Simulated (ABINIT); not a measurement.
# RbCaH3 (Pm-3m): G0W0 with ABINIT, start to end, part 2 of 2

Wanted: ground state, empty states, screening and self-energy for RbCaH3 (Pm-3m).

ABINIT 10.8.3; LDA and many-body steps on it, plane waves. Known limits of the many-body steps: not at the basis limit; no spin-orbit coupling; coarse k mesh.

So far. Step 2 (Ground state): The gap is direct, at (0.500, 0.500, 0.000). Step 3 (Empty states on the mesh, 2×2×2 mesh, 53 bands): On this mesh the gap is 2.932 eV.

## (4) Screening, 2×2×2 mesh, 49 bands, screening to 87.1 eV

The RPA dielectric matrix is built and inverted for each q.

This step: RPA screening on LDA, plane waves, norm-conserving pseudopotentials.

File run.abi:

```
acell 3*1.0 Angstrom
rprim 
  4.547000000000 0.000000000000 0.000000000000
  0.000000000000 4.547000000000 0.000000000000
  0.000000000000 0.000000000000 4.547000000000
ntypat 3
znucl 37 20 1
natom 5
typat 1 2 3 3 3
xred 
  0.000000000000 0.000000000000 0.000000000000
  0.500000000000 0.500000000000 0.500000000000
  0.000000000000 0.500000000000 0.500000000000
  0.500000000000 0.000000000000 0.500000000000
  0.500000000000 0.500000000000 0.000000000000
pp_dirpath "pseudos"
pseudos "Rb.upf, Ca.upf, H.upf"
ecut 31
ngkpt 2 2 2
nshiftk 1
shiftk 0 0 0
kptopt 1
chksymbreak 0
istwfk *1
occopt 1
irdwfk 1
optdriver 3
nband 49
ecuteps 3.2
inclvkb 2
awtr 1
symchi 1
indata_prefix "in"
outdata_prefix "out"
tmpdata_prefix "tmp"
```

Launch:

```console
> OMP_NUM_THREADS=1 mpirun -n 4 abinit run.abi > log
```

Numbers of over 12 decimals in the logs are rounded to 6 here.

What it wrote:

```text
.Version 10.8.3 of ABINIT. v10.8.2 released Aug 2026.

 Symmetries : space group Pm -3 m (#221); Bravais cP (primitive cubic)
[... echo of the input left out ...]
== DATASET  1 ==================================================================
-   mpi_nproc: 4, omp_nthreads: 1 (-1 if OMP is not activated)

--- !DatasetInfo
iteration_state: {dtset: 1, }
dimensions: {natom: 5, nkpt: 4, mband: 49, nsppol: 1, nspinor: 1, nspden: 1, mpw: 5248, }
cutoff_energies: {ecut:  31.0, pawecutdg:  -1.0, }
electrons: {nelect:   2.20000000E+01, charge:   0.00000000E+00, occopt:   1.00000000E+00, tsmear:   1.00000000E-02, }

 SCREENING: Calculation of the susceptibility and dielectric matrices

 Based on a program developped by R.W. Godby, V. Olevano, G. Onida, and L. Reining.
 Incorporated in ABINIT by V. Olevano, G.-M. Rignanese, and M. Torrent.
.Using double precision arithmetic ; gwpc =  8

[... cell and pseudopotentials left out ...]
--------------------------------------------------------------------------------

 ==== K-mesh for the wavefunctions ====
 Number of points in the irreducible wedge :     4
[... list of points left out ...]
 Together with 48 symmetry operations and time-reversal symmetry
 yields     8 points in the full Brillouin Zone.

 ==== Q-mesh for the screening function ====
 Number of points in the irreducible wedge :     4
[... list of points left out ...]
 Together with 48 symmetry operations and time-reversal symmetry
 yields     8 points in the full Brillouin Zone.

 setmesh: FFT mesh size selected  =    30x   30x   30
          total number of points  =        27000

 vcoul_init : cutoff-mode = AUXILIARY_FUNCTION
 q-points for optical limit:   1
     1)      0.000010    0.000020    0.000030

- screening: taking advantage of time-reversal symmetry
- Maximum band index for partially occupied states nbvw = 11
- Remaining bands to be divided among processors   nbcw = 38
- Number of bands treated by each node ~9

 Number of electrons calculated from density =   22.0000; Expected =   22.0000
 average of density, n =  0.034678
 r_s =    1.9023
 omega_plasma =   17.9631 [eV]

 calculating chi0 at frequencies [eV] :
  1    0.000000E+00    0.000000E+00
  2    0.000000E+00    1.796310E+01

--------------------------------------------------------------------------------
  q-point number  1        q = ( 0.000000, 0.000000, 0.000000) [r.l.u.]
--------------------------------------------------------------------------------
[... chi0 elements left out ...]
 For q-point:  0.000010 0.000020 0.000030
  dielectric constant =   3.7971
  dielectric constant without local fields =   4.2845

  Average fulfillment of the sum rule on Im[epsilon] for q-point    1 :     54.38  [%]
[... wings left out ...]
  q-point number  2        q = ( 0.500000, 0.000000, 0.000000) [r.l.u.]
--------------------------------------------------------------------------------
[... chi0 elements left out ...]
  Average fulfillment of the sum rule on Im[epsilon] for q-point    2 :     65.86  [%]

 [... 2 further q-points ...]
```

Wall time 5 s (4 MPI ranks of Arm Neoverse V1, shared host); peak memory 0.48 GiB.

Numbers from this step:

```yaml
eps_infinity_with_local_fields_on_this_mesh_along_the_program_s_q_direction: 3.797
the_same_without_local_fields: 4.285
plasma_frequency: 17.96 eV
plane_waves_in_the_screening_matrix: 171
```

Local fields lower ε∞ by 11 %. On a Γ-centred mesh this coarse the value itself is usually too large, while a short band sum pulls it down.

## (5) Self-energy, 2×2×2 mesh, 49 bands, screening to 87.1 eV

The self-energy is evaluated for the states that the input lists, and the levels follow from it, in one-shot runs by the linearised quasiparticle equation.

This step: G0W0 on LDA, plane waves, norm-conserving pseudopotentials.

run.abi: that of step 4 with these lines changed.

```diff
@@ -26,8 +26,17 @@
 irdwfk 1
-optdriver 3
+optdriver 4
 nband 49
+gwcalctyp 0
+ecutsigx 31
+symsigma 1
+nkptgw 2
+kptgw 
+  0.5000000000 0.5000000000 0.0000000000
+  0.0000000000 0.0000000000 0.0000000000
+bdgw 
+  10 14
+  10 14
 ecuteps 3.2
-inclvkb 2
-awtr 1
-symchi 1
+irdscr 1
+ppmodel 1
 indata_prefix "in"
```

What it wrote:

```text
.Version 10.8.3 of ABINIT. v10.8.2 released Aug 2026.

 Symmetries : space group Pm -3 m (#221); Bravais cP (primitive cubic)
[... echo of the input left out ...]
== DATASET  1 ==================================================================
-   mpi_nproc: 4, omp_nthreads: 1 (-1 if OMP is not activated)

--- !DatasetInfo
iteration_state: {dtset: 1, }
dimensions: {natom: 5, nkpt: 4, mband: 49, nsppol: 1, nspinor: 1, nspden: 1, mpw: 5248, }
cutoff_energies: {ecut:  31.0, pawecutdg:  -1.0, }
electrons: {nelect:   2.20000000E+01, charge:   0.00000000E+00, occopt:   1.00000000E+00, tsmear:   1.00000000E-02, }

 SIGMA: Calculation of the GW corrections

 Based on a program developped by R.W. Godby, V. Olevano, G. Onida, and L. Reining.
 Incorporated in ABINIT by V. Olevano, G.-M. Rignanese, and M. Torrent.
.Using double precision arithmetic ; gwpc =  8

[... cell and pseudopotentials left out ...]
--------------------------------------------------------------------------------

 ==== K-mesh for the wavefunctions ====
 Number of points in the irreducible wedge :     4
[... list of points left out ...]
 Together with 48 symmetry operations and time-reversal symmetry
 yields     8 points in the full Brillouin Zone.

 ==== Q-mesh for screening function ====
 Number of points in the irreducible wedge :     4
[... list of points left out ...]
 Together with 48 symmetry operations and time-reversal symmetry
 yields     8 points in the full Brillouin Zone.

 vcoul_init : cutoff-mode = AUXILIARY_FUNCTION
 q-points for optical limit:   1
     1)      0.000010    0.000020    0.000030
 setmesh: FFT mesh size selected  =    45x   45x   45
          total number of points  =        91125

 Number of electrons calculated from density =   22.0000; Expected =   22.0000
 average of density, n =  0.034678
 r_s =    1.9023
 omega_plasma =   17.9631 [eV]

 === KS Band Gaps ===
  >>>> For spin  1
   Minimum direct gap =   2.9320 [eV], located at k-point      :   0.5000  0.5000  0.0000
   Fundamental gap    =   2.9320 [eV], Top of valence bands at :   0.5000  0.5000  0.0000
                                       Bottom of conduction at :   0.5000  0.5000  0.0000
 SIGMA fundamental parameters:
 PLASMON POLE MODEL  1
 number of plane-waves for SigmaX                 5185
 number of plane-waves for SigmaC and W            171
 number of plane-waves for wavefunctions          5185
 number of bands                                    49
 number of independent spin polarizations            1
 number of spinorial components                      1
 number of k-points in IBZ                           4
 number of q-points in IBZ                           4
 number of symmetry operations                      48
 number of k-points in BZ                            8
 number of q-points in BZ                            8
 number of frequencies for dSigma/dE                 9
 frequency step for dSigma/dE [eV]                0.25
 number of omega for Sigma on real axis              0
 max omega for Sigma on real axis  [eV]           0.00
 zcut for avoiding poles [eV]                     0.10

 EPSILON^-1 parameters (SCR file):
 dimension of the eps^-1 matrix on file            171
 dimension of the eps^-1 matrix used               171
 number of plane-waves for wavefunctions          5185
 number of bands                                    49
 number of q-points in IBZ                           4
 number of frequencies                               2
 number of real frequencies                          1
 number of imag frequencies                          1

 matrix elements of self-energy operator (all in [eV])

 Perturbative Calculation

--- !SelfEnergy_ee
iteration_state: {dtset: 1, }
kpoint     : [   0.500,    0.500,    0.000, ]
spin       : 1
KS_gap     :    2.932
QP_gap     :    5.355
Delta_QP_KS:    2.423
data: !SigmaeeData |
     Band     E0 <VxcDFT>   SigX SigC(E0)      Z dSigC/dE  Sig(E)    E-E0       E
       10  -0.178 -10.559 -14.030   2.328   0.780  -0.282 -11.451  -0.892  -1.069
       11  -0.178 -10.559 -14.030   2.328   0.780  -0.282 -11.451  -0.892  -1.069
       12   2.754  -8.603  -3.729  -3.017   0.824  -0.213  -7.072   1.531   4.286
       13   4.654 -11.039  -4.859  -3.399   0.807  -0.240  -8.796   2.243   6.897
       14   4.654 -11.039  -4.859  -3.399   0.807  -0.240  -8.796   2.243   6.897

--- !SelfEnergy_ee
iteration_state: {dtset: 1, }
kpoint     : [   0.000,    0.000,    0.000, ]
spin       : 1
KS_gap     :    6.262
QP_gap     :    9.627
Delta_QP_KS:    3.365
data: !SigmaeeData |
     Band     E0 <VxcDFT>   SigX SigC(E0)      Z dSigC/dE  Sig(E)    E-E0       E
       10  -0.543 -10.628 -13.684   2.227   0.777  -0.288 -11.272  -0.644  -1.187
       11  -0.543 -10.628 -13.684   2.227   0.777  -0.288 -11.272  -0.644  -1.187
       12   5.719 -13.158  -5.920  -3.777   0.786  -0.272 -10.437   2.721   8.440
       13   5.719 -13.158  -5.920  -3.777   0.786  -0.272 -10.437   2.721   8.440
       14   5.719 -13.158  -5.920  -3.777   0.786  -0.272 -10.437   2.721   8.440

== END DATASET(S) ==============================================================
================================================================================

 -outvars: echo values of variables after computation  --------
           etotal      0.0000000000E+00
            nband          49
             nkpt           4
          spgroup         221
 [... the other variables as echoed above ...]

 Calculation completed.
```

Elapsed: 4.5 s, on 4 MPI ranks; peak memory 0.6 GiB; 18 s of CPU time.

This step gave:

```
G0W0 gap on the points computed              : 5.355 eV
starting gap on the mesh                     : 2.932 eV
k of the valence top                         : 0.5, 0.5, 0
k of the conduction bottom                   : 0.5, 0.5, 0
Z at the valence top                         : 0.78
Z at the conduction bottom                   : 0.824
least direct G0W0 gap on the computed points : 5.355 eV
```

The gap on the mesh goes from 2.93 eV to 5.35 eV, a correction of +2.42 eV.

Limits: finite bands, cutoff and mesh; no spin-orbit coupling; coarse k mesh. v1 is the top filled band, c1 the lowest empty one. Levels before and after the correction, in eV, zero at the valence-band top of each column:

```
           conduction bottom  valence top
Kohn-Sham               2.93         0.00
     G0W0               5.36         0.00
```

```
                       level  energy (eV)
Kohn-Sham  (0.5 0.5 0) v2-v1        0.000
Kohn-Sham     (0.5 0.5 0) c1        2.932
Kohn-Sham  (0.5 0.5 0) c2-c3        4.832
     G0W0  (0.5 0.5 0) v2-v1        0.000
     G0W0     (0.5 0.5 0) c1        5.355
     G0W0  (0.5 0.5 0) c2-c3        7.966
```

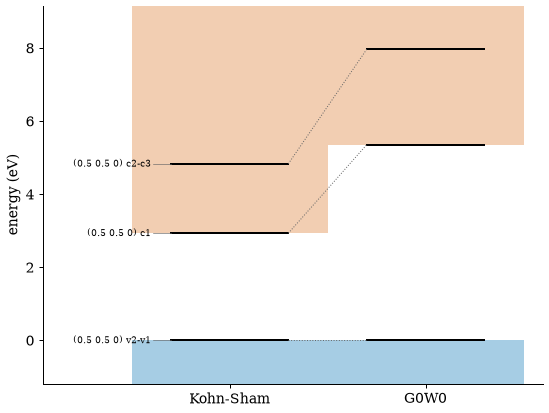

Levels before and after the correction. Shaded: valence and conduction bands.

## (6) Where the time went

Times are wall times on 4 MPI ranks of Arm Neoverse V1, shared host, good to a factor of about two.

```
                    step   time  share  memory (GiB)
            ground state   13 s   38 %          0.32
empty states on the mesh   11 s   34 %          0.29
               screening    5 s   15 %          0.48
             self-energy  4.5 s   14 %           0.6
```

## (7) What came out

* LDA gap: 2.93 eV, direct
* G0W0 gap on the mesh: 5.35 eV
* GW settings: 2×2×2 mesh, 49 bands, screening to 87.1 eV, Godby-Needs plasmon pole
* known limits: not at the basis limit; no spin-orbit coupling; coarse k mesh

What this shows: G0W0 moves the gap on the mesh from 2.93 eV to 5.35 eV (+2.42 eV), with Z of 0.78 and 0.82 at the edges. Local fields lower the RPA ε∞ on this mesh from 4.28 to 3.80; a Γ-centred mesh this coarse tends to raise both, most where the direct gap is narrow, while a short band sum lowers them. Only 2 of the mesh's irreducible points were corrected, so a valley elsewhere could overtake. Bands and cutoff are finite, so the gap is not at the basis limit. The miss can reach some tenths of an eV and take either sign; the mesh is an error of its own. In the G0W0 run levels were corrected at 2 k points alone, so a gap called «on the mesh» is the least over those, and an edge elsewhere would be missed. The 2×2×2 mesh is coarse for this cell, which bears on the long-range parts of exchange and screening. This is the ideal cubic cell; many perovskites, halides above all, are cubic only on average, and local tilts or off-centring can widen the gap. The many-body steps are scalar-relativistic: spin-orbit coupling is not in them.

[Paths, hosts, dates, memory and timing lines, banners, echoed tables and standing remarks are left out of the program output.]

[Logs are printed without paths, hosts, clocks, repeated set-up lines and the standing remarks that a program may print on its own settings, such as how far it seeks lower states.]

[Runs of the session that timed out or met a known fault of the program may be left out.]

[Hosts, paths, dates, database ids (printed as entryN), source tags and the programs' standing remarks are cut or masked in the printed files.]

[G0W0 gaps are taken among the corrected bands and points alone; a level outside them can change the order at an edge.]

[Where Ansatz stands beside ABINIT at settings called matched, ABINIT's density can come from a denser mesh and the files from another edition; pairs whose starting gaps differed by over 0.03 eV were left out, so agreement reads better than it is.]
